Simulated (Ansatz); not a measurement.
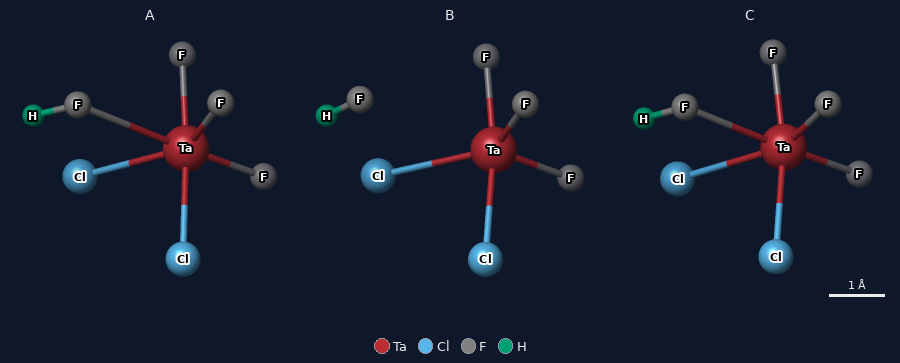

3 geometries from one relaxation of TaHCl$_{2}$F$_{4}$, in shuffled order. A ball-and-stick model, seen at a tilt.

The run prepares an end point of a later path (reaction) calculation, from a guessed geometry.

Method: Ansatz 0.2.0, RKS B3LYP/def2-SVP. Set-up: no spin polarisation; force threshold 0.03 eV/Å; at most 50 steps.

Order the frames from highest to lowest energy.

B, A, C. They are steps 0, 2, 10, at +7.85 kcal/mol, +2.13 kcal/mol relative to the last. The atom that moves furthest after the best rigid fit is an F atom (0.55 Å). Largest moves by element: F 0.55 Å, H 0.37 Å, Cl 0.22 Å, Ta 0.22 Å. Near-neighbour distances that change, for instance: F–Ta 3.118 → 2.351 Å, H–Ta 3.306 → 2.730 Å, Cl–Ta 2.435 → 2.387 Å, F–H 0.928 → 0.945 Å. New bonds form, among them: F–Ta (3.12 → 2.35 Å). Among the angles between lasting bonds that change: Cl–Ta–F 137.1° → 150.8°, Cl–Ta–F 111.3° → 104.0°, F–Ta–F 111.4° → 105.0°. Over 8 accepted moves (10 points after the start) the energy falls by 7.85 kcal/mol. Largest force component: 1.2 eV/Å at the start, 0.016 eV/Å at the end. The line search rejected the trial steps at points 7, 9 of the run. Cost: 36 s on 4 threads of Arm Neoverse V1, with other jobs on the host, peak memory 0.33 GiB.

Limits of the set-up: the start holds two separate molecules, 2.6 Å apart at their closest, whose relative position is a soft coordinate and is computed without a dispersion correction.
